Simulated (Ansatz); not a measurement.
# Single-point calculation, with input and output: Si₂H₇ClO

Si₂H₇ClO, computed with RKS PBE0-D4/def2-TZVPP (Ansatz 0.2.0).

The geometry is a transition state. The reaction was set up to form Si1–Cl8 and H2–H7 and to break Si1–H2 and H7–Cl8 (atoms counted from 1 in the order of the input); sticks are drawn by distance alone. The geometry comes from this level: PBE0-D4/def2-TZVP.

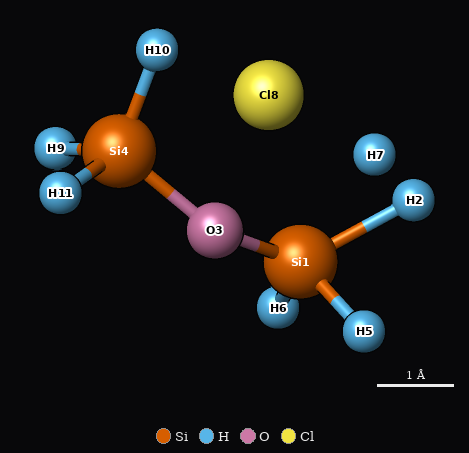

**Figure 1.** The structure (ball-and-stick view, seen at a tilt; atoms are numbered from 1 in the order of the input).

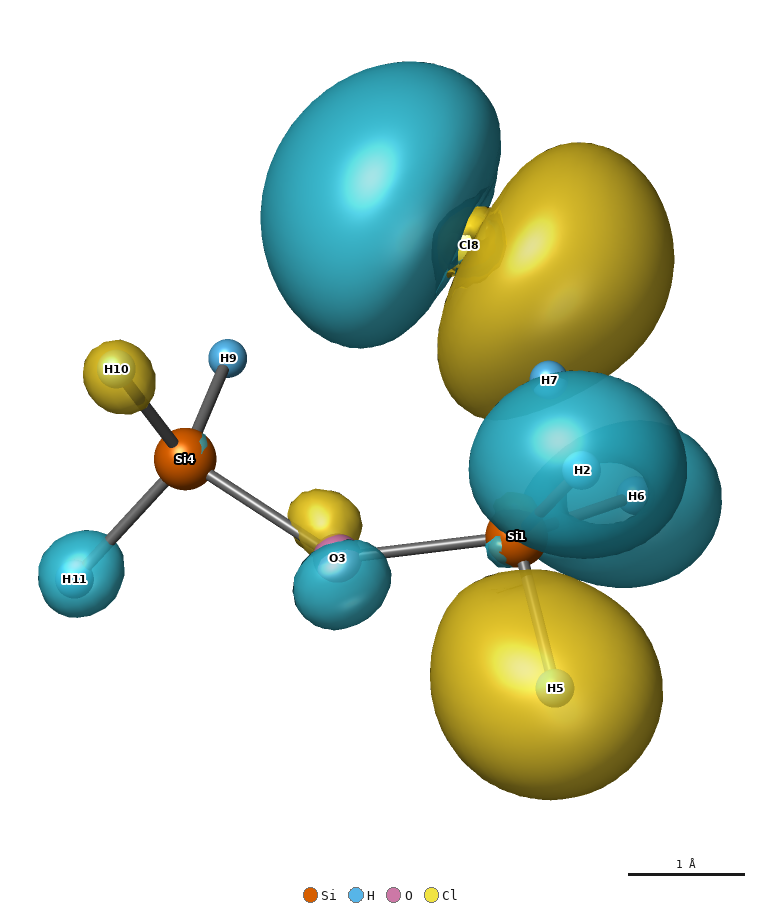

**Figure 2.** One frontier orbital at ±0.08 Å⁻³ᐟ² (yellow and cyan are the two phases), seen at a tilt. The HOMO, at −8.18 eV.

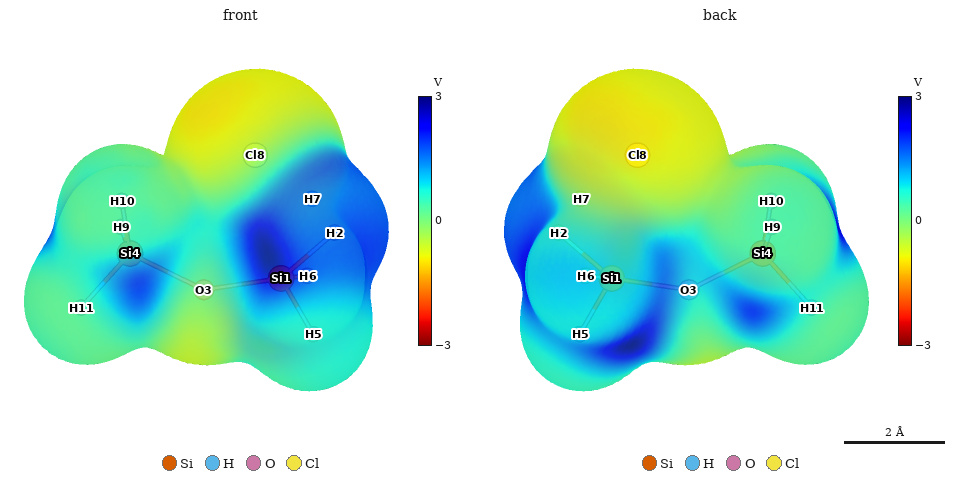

**Figure 3.** The electrostatic potential painted on the density surface at 0.004 e/bohr³, seen face on and from behind; the colour scale runs from red (negative) to blue (positive). A positive charge is drawn to the negative regions and a negative charge to the positive ones.

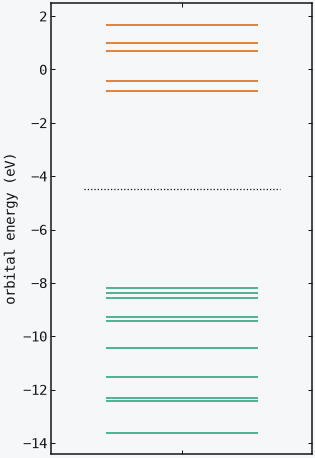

**Figure 4.** Orbital energies near the frontier; the dotted line parts filled from empty levels, and levels within 0.02 eV of each other stand side by side. Highest filled −8.18 eV, lowest empty −0.80 eV, 7.38 eV apart.

These pictures come from the run below.

### Input file
```yaml
crystal:
  periodic: [false, false, false]
  atoms:
    - {symbol: Si, position_ang: [-0.768069, 0.929538, -0.462595]}
    - {symbol: H, position_ang: [0.290627, 2.075202, -1.181594]}
    - {symbol: O, position_ang: [-0.488424, -0.650643, -0.409736]}
    - {symbol: Si, position_ang: [0.330980, -1.796137, 0.474617]}
    - {symbol: H, position_ang: [-1.465918, 1.078453, -1.765949]}
    - {symbol: H, position_ang: [-1.517509, 1.646009, 0.578905]}
    - {symbol: H, position_ang: [0.761597, 1.920207, -0.437304]}
    - {symbol: Cl, position_ang: [1.236402, 1.258789, 1.093438]}
    - {symbol: H, position_ang: [0.125400, -1.594394, 1.926224]}
    - {symbol: H, position_ang: [1.766915, -1.779523, 0.121507]}
    - {symbol: H, position_ang: [-0.272102, -3.087400, 0.062387]}
basis:
  gaussian: {orbitals: def2-TZVPP}
hamiltonian: {xc: pbe0, dispersion: d4}
output: {orbitals: {seedname: orbitals}}
```

Launched with:
```bash
ansatz run in.yaml --threads 4 --pin off --events-out ev --progress --plain --max-ram 9574MiB
```

### Log
```
Functional definition: PBE0
  name "PBE0"
  cite "Adamo & Barone, J. Chem. Phys. 110, 6158 (1999) doi:10.1063/1.478522"
  cite "Perdew, Burke & Ernzerhof, Phys. Rev. Lett. 77, 3865 (1996) doi:10.1103/PhysRevLett.77.3865"
  parent pbe
  parameter a = 0.25
  parameter kappa = 0.804
  parameter beta = 0.06672455060314922
  exchange = (1 - a)*pbe_x(kappa = kappa, mu = beta*pi^2/3) + a*exact_x
  correlation = pbe_c(beta = beta)
1471 factors; their error is unknown
mean field evaluation 1: about -30424.0601 eV, gradient 5.2e1 eV
mean field evaluation 2: about -30413.7717 eV, gradient 9.0e1 eV
mean field evaluation 4: about -30428.2980 eV, gradient 3.6e0 eV
mean field evaluation 8: about -30428.3228 eV, gradient 3.4e-2 eV
mean field evaluation 16: about -30428.3891 eV, gradient 2.4e-5 eV
mean field -30428.38911276 eV, -1118.2226747912 hartree, gradient 2.4e-5 eV, S^2 0.000000; 0 other end points of the search recorded, 0 dependent functions left out
reference -30428.38914870 eV, -1118.2226761118 hartree; 30, 30 occupied and 225, 225 virtual orbitals, 1471 factors
Total energy: -30428.62118553 eV, -1118.2312033079 hartree
```

### Results in brief

- outcome: converged
- total energy: −30428.6212 eV
- mean-field energy: −30428.3891 eV
- dispersion energy: −0.2320 eV
- SCF solution under orbital rotations: stable
- HOMO: −8.18 eV
- LUMO: −0.80 eV
- hardware: 4 threads of AMD EPYC, 180 GiB of memory available, shared host
- wall time: 6.5 s (CPU time 22 s)
- peak memory: 0.71 GiB
